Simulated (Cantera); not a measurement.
Input: 1 mol CaCO₃, 1.1 mol CO₂, a varied amount of O₂, held at 2248 K and 1.60 bar.

These are equilibrium values from Cantera (NASA tables, ideal gas, pure condensed phases), not measurements of a reactor. Candidate condensed phases: C, Ca, CaCO₃, CaO; 15 gas species. Kinetics and transport are ignored.

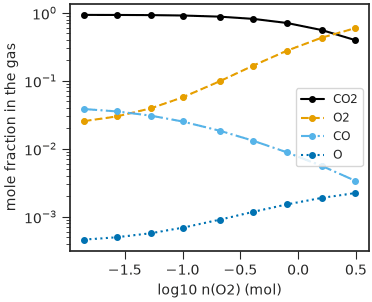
Equilibrium gas composition (values under 1e-9 drawn at 1e-9)

From 0.014 mol O₂ to 3.1 mol O₂ the condensed part is CaO(s). The main Ca-bearing gas is CaO throughout.
